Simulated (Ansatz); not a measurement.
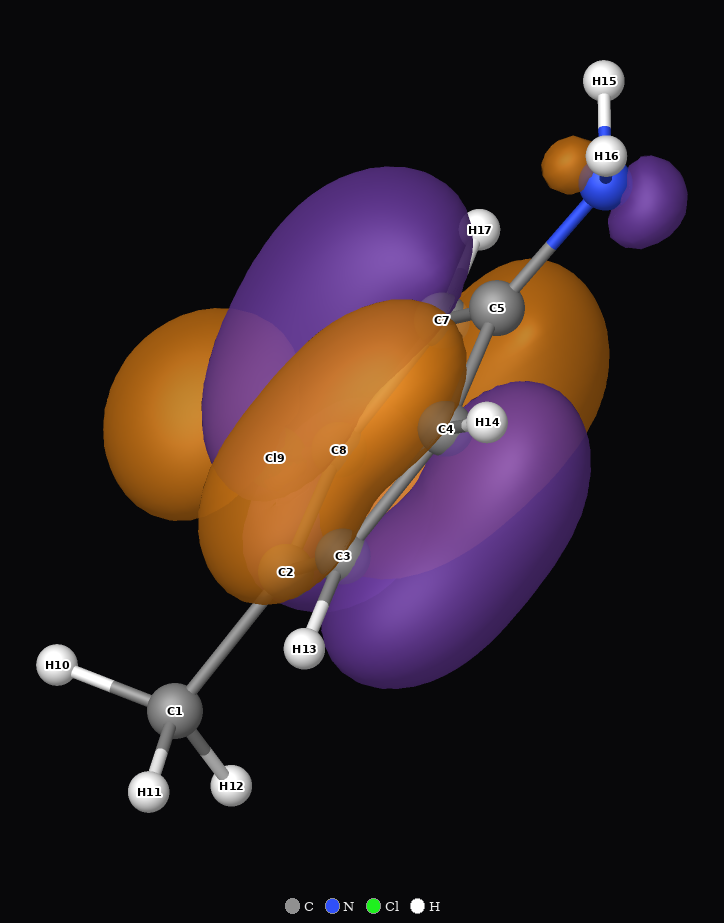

*C$_{7}$H$_{8}$ClN. The HOMO−1 at ±0.1 Å⁻³ᐟ² (orange and purple are the two phases), seen at an oblique angle.*

Geometry: PBE0-D4/def2-TZVP.

The calculation used Ansatz, RKS PBE0-D4/def2-TZVPP.

```yaml
atoms:
  - { symbol: C, position_ang: [2.5284, -0.9226, -0.0921] }
  - { symbol: C, position_ang: [1.1188, -0.4284, -0.0530] }
  - { symbol: C, position_ang: [0.3300, -0.3746, -1.1981] }
  - { symbol: C, position_ang: [-0.9756, 0.0789, -1.1843] }
  - { symbol: C, position_ang: [-1.5594, 0.5087, 0.0069] }
  - { symbol: N, position_ang: [-2.8836, 0.9124, 0.0506] }
  - { symbol: C, position_ang: [-0.7921, 0.4657, 1.1691] }
  - { symbol: C, position_ang: [0.5113, 0.0065, 1.1219] }
  - { symbol: Cl, position_ang: [1.4126, -0.0185, 2.6020] }
  - { symbol: H, position_ang: [3.2312, -0.1574, 0.2485] }
  - { symbol: H, position_ang: [2.8029, -1.2109, -1.1075] }
  - { symbol: H, position_ang: [2.6671, -1.7897, 0.5592] }
  - { symbol: H, position_ang: [0.7618, -0.7026, -2.1381] }
  - { symbol: H, position_ang: [-1.5519, 0.0971, -2.1032] }
  - { symbol: H, position_ang: [-3.1300, 1.5079, 0.8238] }
  - { symbol: H, position_ang: [-3.2621, 1.2414, -0.8221] }
  - { symbol: H, position_ang: [-1.2095, 0.7861, 2.1163] }
```

> Describe this orbital and give its energy.

It lies mainly on C7 (about 25 %), Cl9 (about 20 %), C8 (about 15 %), C4 (about 15 %) and C3 (about 15 %). Its energy is −7.01 eV.
